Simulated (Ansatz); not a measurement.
**CH4: density, localisation and related maps**

Input file:

```
crystal:
  periodic: [false, false, false]
  atoms:
    - {symbol: C, position_ang: [0.021692, 0.081082, 1.587886]}
    - {symbol: H, position_ang: [-0.007998, 0.120073, 2.676442]}
    - {symbol: H, position_ang: [-0.876454, 0.546760, 1.183122]}
    - {symbol: H, position_ang: [0.070184, -0.957835, 1.262835]}
    - {symbol: H, position_ang: [0.901035, 0.615327, 1.229148]}
basis:
  gaussian: {orbitals: "def2-TZVPPD.json"}
hamiltonian: {xc: pbe0, dispersion: d4}
output: {orbitals: {seedname: orbitals}}
```

Command:

```sh
ansatz run in.yaml --threads 2 --pin off --events-out ev --progress --plain --max-ram 5222MiB
```

Geometry: PBE0-D4/def2-TZVP.

Computed with Ansatz, RKS PBE0-D4/def2-TZVPPD.

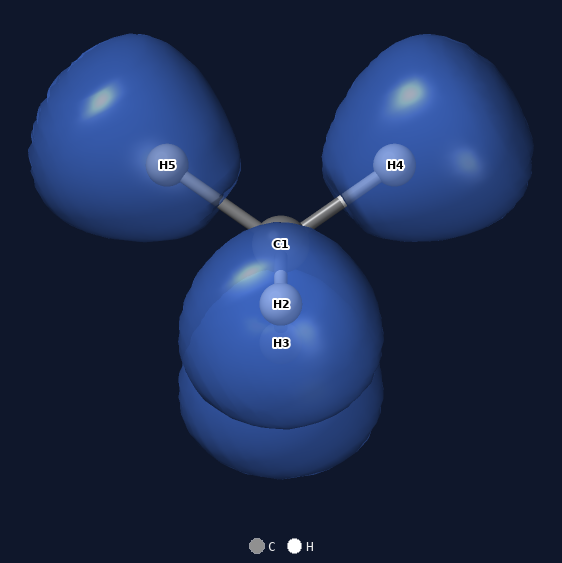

Figure 1. Isosurface of the electron localisation function at 0.9 (blue), seen from one side. Core shells and regions of very low density are left out.

What do the ELF domains correspond to?

At this value the surface marks out four regions around hydrogen nuclei.


C–H (1.09 Å): the ELF climbs to about 1 towards the hydrogen, as it does in any bond to H; a covalent bond by its length.

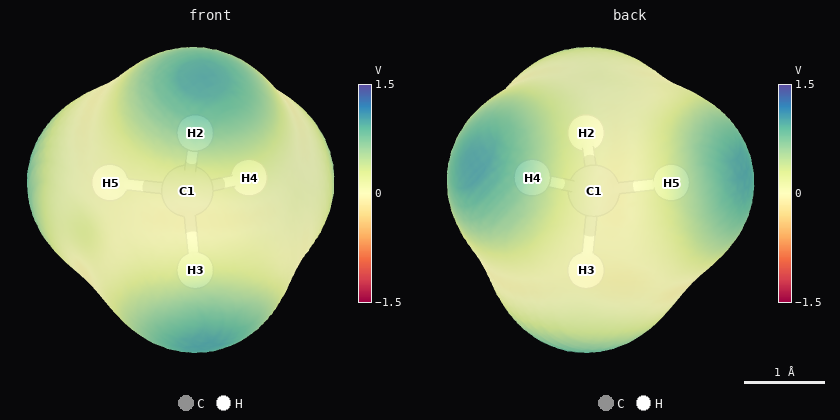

Figure 2. The electrostatic potential painted on the density surface at 0.004 e/bohr³, seen from the front and from behind; the colour scale runs from red (negative) to blue (positive).

Which sites attract a positive test charge, and which a negative one?

A positive charge is drawn to the negative regions and a negative charge to the positive ones. The most negative region (about −0.1 V) lies over C1, the most positive (about +1.0 V) over H2, H3, H4 and H5.

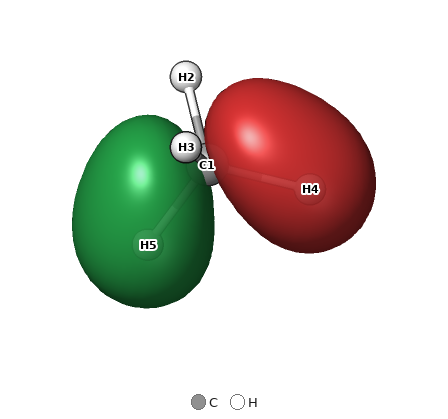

Figure 3. The HOMO at ±0.2 Å⁻³ᐟ² (green and red are the two phases), seen at an oblique angle.

What is the character of this orbital?

By Hirshfeld shares it lies mainly on C1 (about 50 %), H4 (about 20 %) and H5 (about 20 %). It is one of a degenerate set, so its orientation is arbitrary. Its energy is −10.98 eV.
